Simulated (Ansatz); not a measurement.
**CHClSi (singlet): wave-function methods side by side at a displaced geometry (v2), cc-pVDZ**

Aim: climb from Hartree-Fock through coupled cluster and multireference methods for CHClSi (singlet) at one geometry and basis, and see what each rung misses.

Computed with Ansatz 0.2.0, Gaussian basis. Level: cc-pVDZ, core rule «outside noble gas», up to 11 orbitals frozen.

To be run: UHF; CCSD(T) on RHF; CCSD(T) on UHF; BCCD(T) on RHF; CISD; CCSDT(Q) on RHF; CASSCF and MRCISD+Q, 8 electrons in 8 orbitals; CASSCF and MRCISD+Q(relaxed), 8 electrons in 8 orbitals; CASSCF and NEVPT2, 8 electrons in 8 orbitals.

11 further runs of the same task are left out: 3 that didn't finish, 8 set aside as unsound or not needed. Runs told in other sessions of the task aren't counted.

### 1 The system

The geometry is a PBE0/def2-TZVP stationary point (not a proven minimum) with its atoms shifted at random (size 0.100 Å).

4 atoms, charge 0, spin multiplicity 1.

Atoms are counted from 1 here; the program's logs count them from 0.

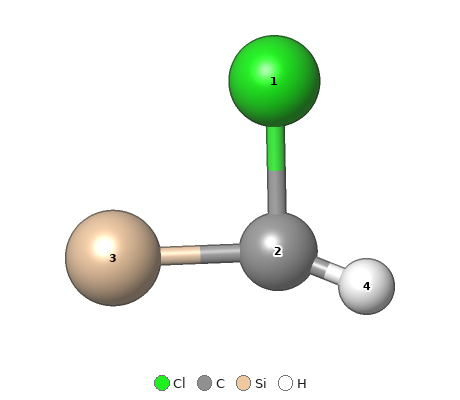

The geometry (chlorine green, carbon grey, silicon light orange, hydrogen white); atoms are numbered from 1 in the order of the file.

In the tables R marks a restricted determinant and U an unrestricted one; 'frontier' is the active space of 8 electrons in 8 orbitals; energies count from the table's Hartree-Fock row.

### 2 UHF

File in.yaml:

```yaml
crystal:
  periodic: [false, false, false]
  atoms:
    - {symbol: Cl, position_ang: [0.058311, -0.187693, 1.150247]}
    - {symbol: C, position_ang: [-0.106564, 1.012380, -0.196538]}
    - {symbol: Si, position_ang: [-0.029943, -0.266175, -1.372704]}
    - {symbol: H, position_ang: [0.053165, 1.955023, 0.132867]}
basis:
  gaussian: {orbitals: cc-pVDZ}
magnetization: {spin_polarized: true, initial_magnetization: 0}
hamiltonian: {xc: hf}
output: {orbitals: {seedname: orbitals}}
```

The run is started by

```sh
$ ansatz run in.yaml --threads 1 --pin off --events-out ev --progress --plain --max-ram 2393MiB
```

The log of the run:

```text
Functional definition: HF
  name "HF"
  cite "Fock, Z. Phys. 61, 126 (1930) doi:10.1007/BF01340294"
  parent pbe
  exchange = exact_x
  correlation = 0
555 factors; integrals over basis functions are off by at most 1.2e-3 eV
mean field evaluation 1: about -21407.8716 eV, gradient 1.4e1 eV
mean field evaluation 2: about -21407.9369 eV, gradient 1.4e1 eV
mean field evaluation 4: about -21409.2734 eV, gradient 1.8e0 eV
mean field evaluation 8: about -21409.3084 eV, gradient 1.5e-1 eV
mean field evaluation 16: about -21409.3836 eV, gradient 7.1e-1 eV
mean field evaluation 32: about -21409.4000 eV, gradient 6.0e-1 eV
mean field evaluation 64: about -21405.4304 eV, gradient 1.3e1 eV
mean field evaluation 96: about -21409.2029 eV, gradient 1.8e0 eV
mean field -21409.45453204 eV, -786.7829422030 hartree, gradient 1.7e-5 eV, S^2 0.452801; 2 other end points of the search recorded, 0 dependent functions left out
reference -21409.45453204 eV, -786.7829422030 hartree; 19, 19 occupied and 36, 36 virtual orbitals, 555 factors
Total energy: -21409.45453204 eV, -786.7829422030 hartree
```

Run time: 2.7 s. Hardware: 1 thread of Arm Neoverse N1, shared host.

From the report: ⟨S²⟩ of the determinant 0.453 (pure singlet: 0.00).

The unrestricted solution breaks the spin symmetry, so the restricted determinant is unstable here.

### 3 CCSD(T) on RHF

Edit in.yaml of step 2 so:

```diff
@@ -9,4 +9,3 @@
   gaussian: {orbitals: cc-pVDZ}
-magnetization: {spin_polarized: true, initial_magnetization: 0}
-hamiltonian: {xc: hf}
-output: {orbitals: {seedname: orbitals}}
+magnetization: {spin_polarized: false}
+correlation: {method: ccsd_t, electrons: outside_noble_gas}
```

Same command.

The log of the run (excerpt; [...] marks lines left out):

```text
Functional definition: HF
  name "HF"
  cite "Fock, Z. Phys. 61, 126 (1930) doi:10.1007/BF01340294"
  parent pbe
[...]
555 factors; integrals over basis functions are off by at most 1.2e-3 eV
[...]
mean field -21409.30913931 eV, -786.7775991188 hartree, gradient 1.5e-6 eV, S^2 0.000000; 0 other end points of the search recorded, 0 dependent functions left out; unrestricted orbitals would lower it
11 core orbitals not correlated: weight in the atoms' cores, before any rotation towards them, 1.000 or more for the frozen orbitals, at most 0.000 for the correlated occupied ones
reference -21409.30913931 eV, -786.7775991188 hartree; 8, 8 occupied and 36, 36 virtual orbitals, 555 factors
second order -9.52246342 eV of doubles, -0.00000000 eV of singles
cycle   1  -9.97009956 eV  change   -4.5e-1 eV  update   9.6e-2
[...]
cycle  12  -10.39247729 eV  change    4.6e-6 eV  update   1.0e-5
perturbative correction -0.41489989 eV, -0.0152472899 hartree
Total energy: -21420.11651650 eV, -787.1747629049 hartree
```

Wall time 1.7 s (1 thread of Arm Neoverse N1, shared host).

From the report: correlation -10.8074 eV; T1 0.018; largest double amplitude 0.13.

### 4 CCSD(T) on UHF

Edit in.yaml of step 3 so:

```diff
@@ -9,3 +9,3 @@
   gaussian: {orbitals: cc-pVDZ}
-magnetization: {spin_polarized: false}
+magnetization: {spin_polarized: true, initial_magnetization: 0}
 correlation: {method: ccsd_t, electrons: outside_noble_gas}
```

Launched as before.

The log of the run (excerpt; [...] marks lines left out):

```text
Functional definition: HF
  name "HF"
  cite "Fock, Z. Phys. 61, 126 (1930) doi:10.1007/BF01340294"
  parent pbe
[...]
555 factors; integrals over basis functions are off by at most 1.2e-3 eV
[...]
mean field -21409.45453204 eV, -786.7829422030 hartree, gradient 3.6e-6 eV, S^2 0.452801; 7 other end points of the search recorded, 0 dependent functions left out
determinant -21409.45453204 eV, -786.7829422030 hartree, with singles and doubles -21419.65186952 eV, -787.1576874433 hartree
determinant -21407.96789371 eV, -786.7283092522 hartree, with singles and doubles -21417.51048224 eV, -787.0789929123 hartree
determinant -21409.30913931 eV, -786.7775991188 hartree, with singles and doubles -21419.70160804 eV, -787.1595153003 hartree
11 core orbitals not correlated: weight in the atoms' cores, before any rotation towards them, 1.000 or more for the frozen orbitals, at most 0.000 for the correlated occupied ones
reference -21409.45453204 eV, -786.7829422030 hartree; 8, 8 occupied and 36, 36 virtual orbitals, 555 factors
second order -8.89769465 eV of doubles, -0.00000000 eV of singles
cycle   1  -10.19898139 eV  change   -1.6e-3 eV  update   6.2e-3
[...]
cycle  10  -10.21802975 eV  change   -1.8e-5 eV  update   9.5e-6
perturbative correction -0.40403081 eV, -0.0148478583 hartree
Total energy: -21420.07659260 eV, -787.1732957288 hartree
```

Wall time 12 s (1 thread of Arm Neoverse N1, shared host).

From the report: ⟨S²⟩ of the determinant 0.453 (pure singlet: 0.00); correlation -10.6221 eV; T1 0.065; largest double amplitude 0.14.

### 5 BCCD(T) on RHF

Edit in.yaml of step 4 so:

```diff
@@ -9,3 +9,3 @@
   gaussian: {orbitals: cc-pVDZ}
-magnetization: {spin_polarized: true, initial_magnetization: 0}
-correlation: {method: ccsd_t, electrons: outside_noble_gas}
+magnetization: {spin_polarized: false}
+correlation: {method: bccd_t, electrons: outside_noble_gas}
```

Launched as before.

The log of the run (excerpt; [...] marks lines left out):

```text
Functional definition: HF
  name "HF"
  cite "Fock, Z. Phys. 61, 126 (1930) doi:10.1007/BF01340294"
  parent pbe
[...]
555 factors; integrals over basis functions are off by at most 1.2e-3 eV
[...]
mean field -21409.30913931 eV, -786.7775991188 hartree, gradient 1.5e-6 eV, S^2 0.000000; 0 other end points of the search recorded, 0 dependent functions left out; unrestricted orbitals would lower it
11 core orbitals not correlated: weight in the atoms' cores, before any rotation towards them, 1.000 or more for the frozen orbitals, at most 0.000 for the correlated occupied ones
reference -21409.30913931 eV, -786.7775991188 hartree; 8, 8 occupied and 36, 36 virtual orbitals, 555 factors
second order -9.52246342 eV of doubles, -0.00000000 eV of singles
cycle   1  -9.98450870 eV  change   -4.6e-1 eV  update   9.6e-2
[...]
cycle  12  -10.36979428 eV  change   -5.7e-6 eV  update   1.4e-5
perturbative correction -0.43766304 eV, -0.0160838199 hartree
Total energy: -21420.11659663 eV, -787.1747658496 hartree
```

It took 2.1 s on 1 thread of Arm Neoverse N1, shared host.

From the report: correlation -10.8075 eV; largest double amplitude 0.13.

### 6 CISD

Edit in.yaml of step 5 so:

```diff
@@ -9,3 +9,2 @@
   gaussian: {orbitals: cc-pVDZ}
-magnetization: {spin_polarized: false}
-correlation: {method: bccd_t, electrons: outside_noble_gas}
+correlation: {active_space: {ras: {orbitals: [8, 0, 36], electrons: 16, max_holes: 2, max_particles: 2}, fixed_orbitals: true}}
```

The command is unchanged.

The log of the run:

```text
Functional definition: HF
  name "HF"
  cite "Fock, Z. Phys. 61, 126 (1930) doi:10.1007/BF01340294"
  parent pbe
  exchange = exact_x
  correlation = 0
555 factors; integrals over basis functions are off by at most 1.2e-3 eV
mean field evaluation 1: about -21407.8716 eV, gradient 2.0e1 eV
mean field evaluation 2: about -21407.9369 eV, gradient 1.9e1 eV
mean field evaluation 4: about -21409.2734 eV, gradient 2.6e0 eV
mean field evaluation 8: about -21409.3084 eV, gradient 2.1e-1 eV
mean field -21409.30913931 eV, -786.7775991188 hartree, gradient 1.5e-6 eV, S^2 0.000000; 0 other end points of the search recorded, 0 dependent functions left out
reference -21409.30913931 eV, -786.7775991188 hartree; 19, 19 occupied and 36, 36 virtual orbitals, 555 factors
state -21418.43298292 eV, -787.1128941870 hartree
Total energy: -21418.43298292 eV, -787.1128941870 hartree
```

Run time: 4.1 s. Hardware: 1 thread of Arm Neoverse N1, shared host.

From the report: 118,801 determinants.

### 7 CCSDT(Q) on RHF

Edit in.yaml of step 6 so:

```diff
@@ -9,2 +9,3 @@
   gaussian: {orbitals: cc-pVDZ}
-correlation: {active_space: {ras: {orbitals: [8, 0, 36], electrons: 16, max_holes: 2, max_particles: 2}, fixed_orbitals: true}}
+magnetization: {spin_polarized: false}
+correlation: {method: ccsdt_q, electrons: outside_noble_gas}
```

Launched as before.

The log of the run (excerpt; [...] marks lines left out):

```text
Functional definition: HF
  name "HF"
  cite "Fock, Z. Phys. 61, 126 (1930) doi:10.1007/BF01340294"
  parent pbe
[...]
1075 factors; integrals over basis functions are off by at most 1.8e-7 eV
[...]
mean field -21409.30924692 eV, -786.7776030731 hartree, gradient 9.7e-7 eV, S^2 0.000000; 0 other end points of the search recorded, 0 dependent functions left out; unrestricted orbitals would lower it
11 core orbitals not correlated: weight in the atoms' cores, before any rotation towards them, 1.000 or more for the frozen orbitals, at most 0.000 for the correlated occupied ones
reference -21409.30924692 eV, -786.7776030731 hartree; 8, 8 occupied and 36, 36 virtual orbitals, 1075 factors
second order -9.52251865 eV of doubles, -0.00000000 eV of singles
cycle   1  -9.97012684 eV  change   -4.5e-1 eV  update   1.1e-1
[...]
cycle  19  -10.83323339 eV  change   -6.8e-7 eV  update   5.9e-7
perturbative correction -0.04293497 eV, -0.0015778310 hartree
Total energy: -21420.18541528 eV, -787.1772948883 hartree
```

Run time: 88 s. Hardware: 1 thread of Arm Neoverse N1, shared host; peak memory 0.52 GiB.

From the report: correlation -10.8762 eV; T1 0.020; largest double amplitude 0.16.

### 8 CASSCF and MRCISD+Q, 8 electrons in 8 orbitals

Edit in.yaml of step 7 so:

```diff
@@ -9,3 +9,2 @@
   gaussian: {orbitals: cc-pVDZ}
-magnetization: {spin_polarized: false}
-correlation: {method: ccsdt_q, electrons: outside_noble_gas}
+correlation: {method: fic_mrcisd_q, electrons: outside_noble_gas, active_space: {window: {electrons: 8, orbitals: 8}}}
```

The command is unchanged.

The log of the run (excerpt; [...] marks lines left out):

```text
Functional definition: HF
  name "HF"
  cite "Fock, Z. Phys. 61, 126 (1930) doi:10.1007/BF01340294"
  parent pbe
[...]
555 factors; integrals over basis functions are off by at most 1.2e-3 eV
[...]
mean field -21409.30913931 eV, -786.7775991188 hartree, gradient 1.5e-6 eV, S^2 0.000000; 0 other end points of the search recorded, 0 dependent functions left out; unrestricted orbitals would lower it
reference -21409.30913931 eV, -786.7775991188 hartree; 19, 19 occupied and 36, 36 virtual orbitals, 555 factors
state -21411.89879051 eV, -786.8727670451 hartree
contracted CI cycle   1: correlation 0.00000000 eV, 0.0000000000 hartree, residual 2.33e1 eV
contracted CI cycle   2: correlation -7.07391464 eV, -0.2599615681 hartree, residual 3.90e0 eV
contracted CI cycle   3: correlation -7.29801201 eV, -0.2681969946 hartree, residual 9.70e-1 eV
contracted CI cycle   4: correlation -7.31255939 eV, -0.2687316009 hartree, residual 2.67e-1 eV
contracted CI cycle   5: correlation -7.31381697 eV, -0.2687778163 hartree, residual 9.32e-2 eV
contracted CI cycle   6: correlation -7.31397889 eV, -0.2687837665 hartree, residual 3.50e-2 eV
contracted CI cycle   7: correlation -7.31399986 eV, -0.2687845374 hartree, residual 1.20e-2 eV
contracted CI cycle   8: correlation -7.31400217 eV, -0.2687846220 hartree, residual 3.85e-3 eV
contracted CI cycle   9: correlation -7.31400241 eV, -0.2687846308 hartree, residual 1.24e-3 eV
state -21411.89879051 eV, -786.8727670451 hartree; corrected -21420.03439821 eV, -787.1717451133 hartree
Total energy: -21420.03439821 eV, -787.1717451133 hartree
```

It took 15 s on 1 thread of Arm Neoverse N1, shared host; peak memory 0.32 GiB.

From the report: 4,900 determinants; active occupations 1.98, 1.97, 1.94, 1.91, 0.09, 0.05, 0.03, 0.03.

### 9 CASSCF and MRCISD+Q(relaxed), 8 electrons in 8 orbitals

Edit in.yaml of step 8 so:

```diff
@@ -9,2 +9,2 @@
   gaussian: {orbitals: cc-pVDZ}
-correlation: {method: fic_mrcisd_q, electrons: outside_noble_gas, active_space: {window: {electrons: 8, orbitals: 8}}}
+correlation: {method: fic_mrcisd_q_relaxed, electrons: outside_noble_gas, active_space: {window: {electrons: 8, orbitals: 8}}}
```

Launched as before.

The log of the run (excerpt; [...] marks lines left out):

```text
Functional definition: HF
  name "HF"
  cite "Fock, Z. Phys. 61, 126 (1930) doi:10.1007/BF01340294"
  parent pbe
[...]
555 factors; integrals over basis functions are off by at most 1.2e-3 eV
[...]
mean field -21409.30913931 eV, -786.7775991188 hartree, gradient 1.5e-6 eV, S^2 0.000000; 0 other end points of the search recorded, 0 dependent functions left out; unrestricted orbitals would lower it
reference -21409.30913931 eV, -786.7775991188 hartree; 19, 19 occupied and 36, 36 virtual orbitals, 555 factors
state -21411.89879051 eV, -786.8727670451 hartree
contracted CI cycle   1: correlation 0.00000000 eV, 0.0000000000 hartree, residual 2.33e1 eV
contracted CI cycle   2: correlation -7.07391464 eV, -0.2599615681 hartree, residual 4.04e0 eV
contracted CI cycle   3: correlation -7.31283670 eV, -0.2687417921 hartree, residual 1.29e0 eV
contracted CI cycle   4: correlation -7.33647727 eV, -0.2696105668 hartree, residual 5.35e-1 eV
contracted CI cycle   5: correlation -7.34058141 eV, -0.2697613911 hartree, residual 2.31e-1 eV
contracted CI cycle   6: correlation -7.34137813 eV, -0.2697906702 hartree, residual 1.05e-1 eV
contracted CI cycle   7: correlation -7.34154438 eV, -0.2697967797 hartree, residual 4.65e-2 eV
contracted CI cycle   8: correlation -7.34157602 eV, -0.2697979424 hartree, residual 1.97e-2 eV
contracted CI cycle   9: correlation -7.34158184 eV, -0.2697981563 hartree, residual 8.31e-3 eV
contracted CI cycle  10: correlation -7.34158296 eV, -0.2697981973 hartree, residual 3.80e-3 eV
contracted CI cycle  11: correlation -7.34158319 eV, -0.2697982059 hartree, residual 1.68e-3 eV
state -21411.89879051 eV, -786.8727670451 hartree; corrected -21420.07419471 eV, -787.1732076077 hartree
Total energy: -21420.07419471 eV, -787.1732076077 hartree
```

It took 16 s on 1 thread of Arm Neoverse N1, shared host; peak memory 0.33 GiB.

From the report: 4,900 determinants; active occupations 1.98, 1.97, 1.94, 1.91, 0.09, 0.05, 0.03, 0.03.

### 10 CASSCF and NEVPT2, 8 electrons in 8 orbitals

Edit in.yaml of step 9 so:

```diff
@@ -9,2 +9,2 @@
   gaussian: {orbitals: cc-pVDZ}
-correlation: {method: fic_mrcisd_q_relaxed, electrons: outside_noble_gas, active_space: {window: {electrons: 8, orbitals: 8}}}
+correlation: {method: sc_nevpt2, electrons: outside_noble_gas, active_space: {window: {electrons: 8, orbitals: 8}}}
```

Same command.

The log of the run:

```text
Functional definition: HF
  name "HF"
  cite "Fock, Z. Phys. 61, 126 (1930) doi:10.1007/BF01340294"
  parent pbe
  exchange = exact_x
  correlation = 0
555 factors; integrals over basis functions are off by at most 1.2e-3 eV
mean field evaluation 1: about -21407.8716 eV, gradient 2.0e1 eV
mean field evaluation 2: about -21407.9369 eV, gradient 1.9e1 eV
mean field evaluation 4: about -21409.2734 eV, gradient 2.6e0 eV
mean field evaluation 8: about -21409.3084 eV, gradient 2.1e-1 eV
mean field -21409.30913931 eV, -786.7775991188 hartree, gradient 1.5e-6 eV, S^2 0.000000; 0 other end points of the search recorded, 0 dependent functions left out; unrestricted orbitals would lower it
reference -21409.30913931 eV, -786.7775991188 hartree; 19, 19 occupied and 36, 36 virtual orbitals, 555 factors
state -21411.89879051 eV, -786.8727670451 hartree
state -21411.89879051 eV, -786.8727670451 hartree; corrected -21418.81521487 eV, -787.1269409521 hartree
Total energy: -21418.81521487 eV, -787.1269409521 hartree
```

Run time: 10 s. Hardware: 1 thread of Arm Neoverse N1, shared host.

From the report: 4,900 determinants; active occupations 1.98, 1.97, 1.94, 1.91, 0.09, 0.05, 0.03, 0.03.

### 11 The ladder

No level here is safe as a reference; RCCSDT(Q) serves as a yardstick only. Rows without a time are mean-field rows or come out of runs for another level: lower rungs of the coupled-cluster runs, CASSCF and MRCISD of the multireference runs, or the Hartree-Fock search.

Differences are taken before rounding.

```tsv
method	energy from the lowest RHF (meV)	from RCCSDT(Q) (meV)	time
RHF	0.0	+10876.3	
UHF	-145.4	+10730.9	
RMP2	-9522.5	+1353.8	
UMP2	-9043.1	+1833.2	
CISD	-9123.8	+1752.4	4.1 s
RCCSD	-10392.5	+483.8	
UCCSD	-10363.4	+512.9	
RCCSD(T)	-10807.4	+68.9	1.7 s
UCCSD(T)	-10767.5	+108.8	12 s
BCCD(T)	-10807.5	+68.8	2.1 s
RCCSDT	-10833.3	+42.9	
RCCSDT(Q)	-10876.3	0	88 s
CASSCF frontier	-2589.7	+8286.6	
NEVPT2 frontier	-9506.1	+1370.2	10 s
MRCISD frontier	-9903.7	+972.6	
MRCISD+Q frontier	-10725.3	+151.0	15 s
MRCISD+Q(relaxed) frontier	-10765.1	+111.2	16 s
```

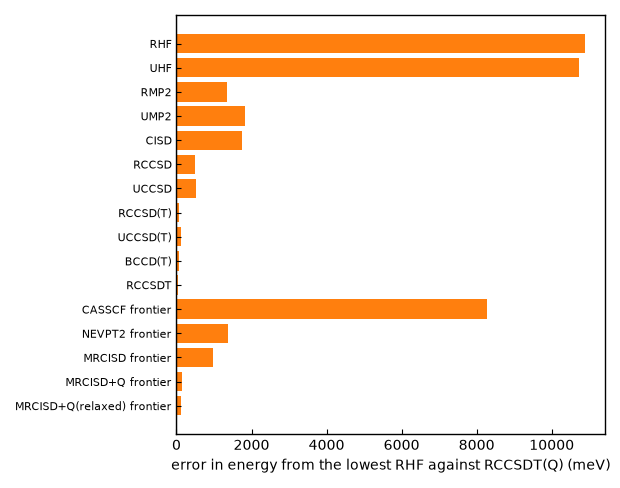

Deviations from RCCSDT(Q), method by method.

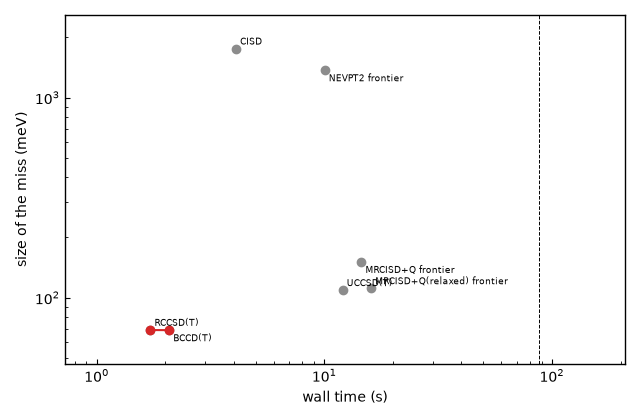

Miss against cost. Red marks the levels that no quicker level drawn beats (of those quicker than the yardstick), and the dashed line is the time of RCCSDT(Q). Times are from a shared host.

### 12 Results

| quantity | value |
| --- | --- |
| RCCSDT(Q) from the RHF energy | -10.8763 eV |
| RMP2 from RCCSDT(Q) | +1353.8 meV |
| UMP2 from RCCSDT(Q) | +1833.2 meV |
| RCCSD from RCCSDT(Q) | +483.8 meV |
| RCCSD(T) from RCCSDT(Q) | +68.9 meV |
| UCCSD(T) from RCCSDT(Q) | +108.8 meV |
| NEVPT2 frontier from RCCSDT(Q) | +1370.2 meV |
| MRCISD+Q frontier from RCCSDT(Q) | +151.0 meV |
| MRCISD+Q(relaxed) frontier from RCCSDT(Q) | +111.2 meV |
| T1 diagnostic | 0.018 |

What this shows: RCCSD(T) misses by +68.9 meV, 0.6 % of the correlation energy. CCSD(T) misses by +68.9 meV on the restricted determinant and by +108.8 meV on the unrestricted one; the two need not hold the same state or core. Warnings: restricted reference is unstable; spin contamination.
